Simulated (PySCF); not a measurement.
**C5H12OSi (SMILES CC(=O)[C@H](C)C[SiH3]): density, localisation and related maps**

```csv
atom,x (Å),y (Å),z (Å)
C,-1.8613,-1.0960,0.9120
C,-0.7851,-0.8869,-0.1230
O,-0.4263,-1.7598,-0.8718
C,-0.2016,0.5159,-0.1605
C,-1.0068,1.3112,-1.1978
C,1.2793,0.4762,-0.5341
Si,2.3587,-0.3719,0.7810
H,-2.5602,-0.2634,0.9139
H,-2.3887,-2.0285,0.7293
H,-1.3889,-1.1428,1.8922
H,-0.3295,0.9861,0.8197
H,-2.0642,1.3370,-0.9405
H,-0.6406,2.3344,-1.2488
H,-0.9014,0.8547,-2.1799
H,1.6279,1.4975,-0.7007
H,1.3771,-0.0506,-1.4844
H,3.7538,-0.3273,0.3429
H,2.2170,0.3740,2.0390
H,1.9310,-1.7507,1.0040
```

Geometry: GFN2-xTB.

Method: B3LYP/def2-SVPD, SCF density, gas phase in PySCF 2.14.0.

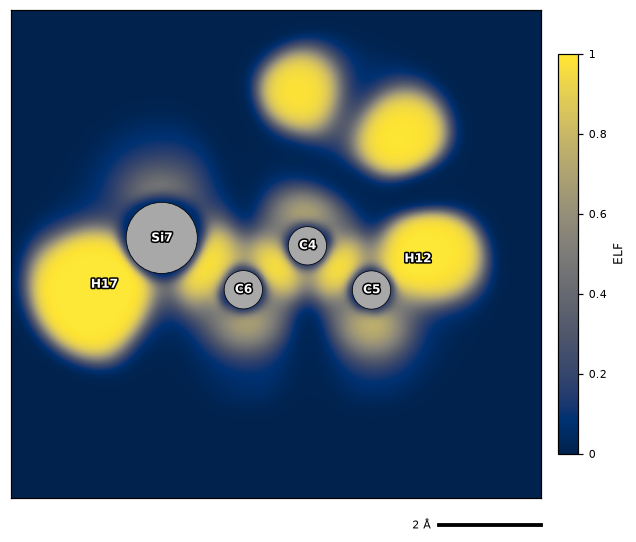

Figure 1. Electron localisation function on the plane of atoms C4, C6 and Si7. Grey discs cover the atomic cores.

Read the bonding off the picture.

The plane passes through C, Si and H nuclei. C–C (1.54 Å): the ELF peaks at about 0.95 between the atoms: a covalent bond. C–Si (1.90 Å): the ELF peaks at about 0.95 between the atoms; a shared electron pair. C–H (1.09 Å): the ELF climbs to about 1 towards the hydrogen, as it does in any bond to H: an ordinary covalent bond to hydrogen. Si–H (1.46 Å): the ELF climbs to about 1 towards the hydrogen.

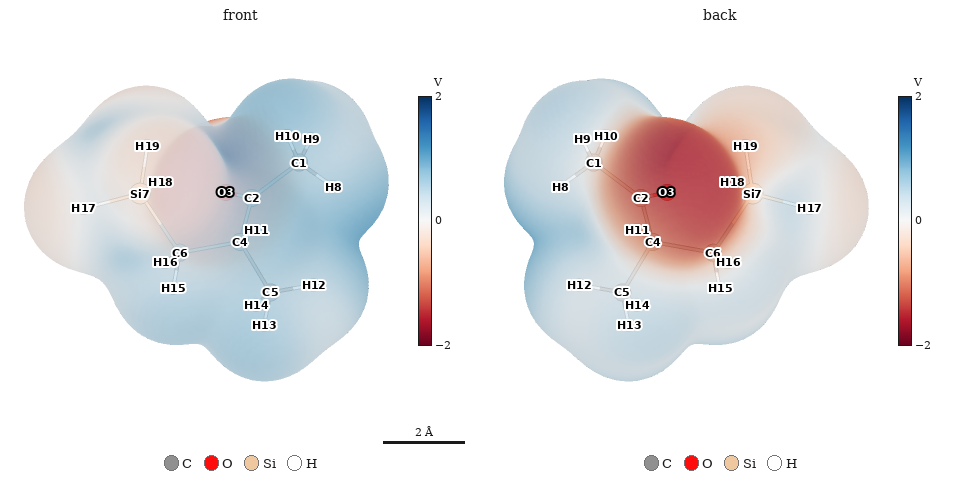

Figure 2. The electrostatic potential painted on the density surface at 0.001 e/bohr³, seen from the front and from behind; the colour scale runs from red (negative) to blue (positive).

Which sites attract a positive test charge, and which a negative one?

A positive charge is drawn to the negative regions and a negative charge to the positive ones. The most negative region (about −1.5 V) lies over O3, the most positive (about +0.9 V) over the C, H and Si atoms. O3 is the likeliest acceptor of a hydrogen bond.
